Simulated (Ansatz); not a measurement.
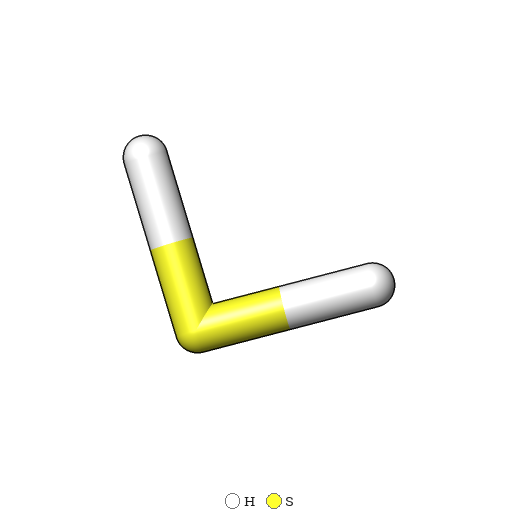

Every bond is drawn as one stick, whatever its order.

The computed structure is the end point of a PBE0-D4/def2-TZVP optimisation.

Describe the molecule.

The molecule is H₂S. The point group is C2v. Coordination: 1 S bent.

More results for the same structure follow; atom numbers are the same in all pictures, views and colours differ.

## Electronic properties

Method: RKS PBE0-D4/def2-TZVPP (Ansatz 0.2.0).

Estimate the HOMO–LUMO gap.

8.09 eV.

What is the HOMO energy (Kohn–Sham orbital)?

−7.49 eV.

## Vibrations

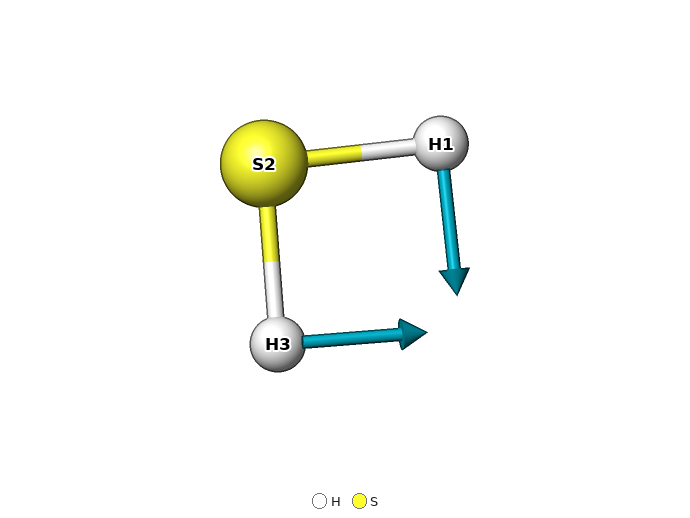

The arrows show one normal mode. Harmonic vibrations computed with RKS PBE0-D4/def2-TZVP (Ansatz 0.2.0) at a stationary point of the same level.

What kind of motion is it?

Mostly H–S–H bending.

Estimate its harmonic wavenumber.

1209 cm⁻¹; it is mode 1 of 3 counted from the lowest.

## Charges

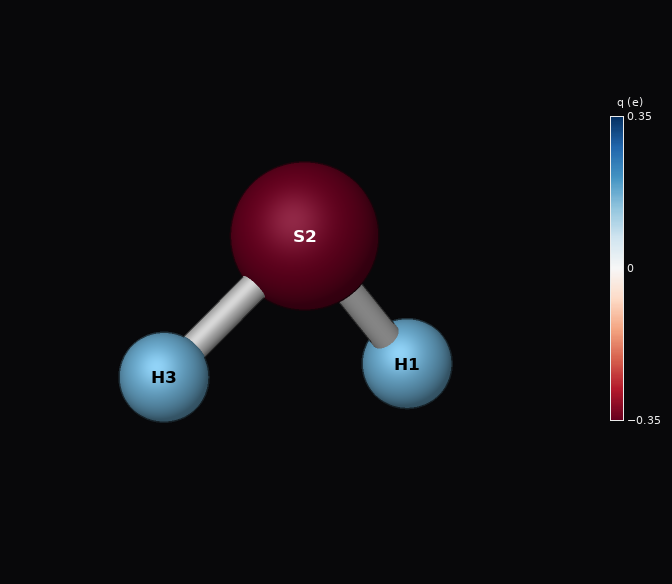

Atoms are coloured by their Mulliken charges. Level of theory: RKS PBE0-D4/def2-TZVP (Ansatz 0.2.0).

List the Mulliken charges.

```
atom  value (e)
  H1       0.17
  S2      −0.35
  H3       0.17
```

Mulliken values depend strongly on the basis set and can even reverse the polarity of a bond.
